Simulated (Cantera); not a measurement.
Input: 1 mol Si(CH₃)₄, 0.0067 mol C₂H₂, 2.1 mol H₂, at 1575 K.

Method: chemical equilibrium by Gibbs-energy minimisation in Cantera with the NASA 1993 tables (ideal gas, pure condensed phases). Candidate condensed phases: C, C₆H₆, C₇H₈, C₈H₁₈, Si, SiC; 87 gas species. The numbers say what is thermodynamically allowed, not how fast it happens.

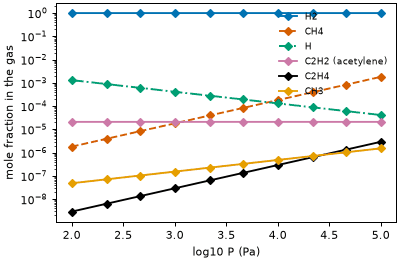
Figure. Equilibrium gas composition (values under 1e-9 drawn at 1e-9)

### Question
Read off the mole fractions at 1.00 mbar.

### Answer
H₂ about 1.00, H about 0.0013, C₂H₂ (acetylene) about 2.1e-5, CH₄ about 1.8e-6, CH₃ about 4.9e-8.
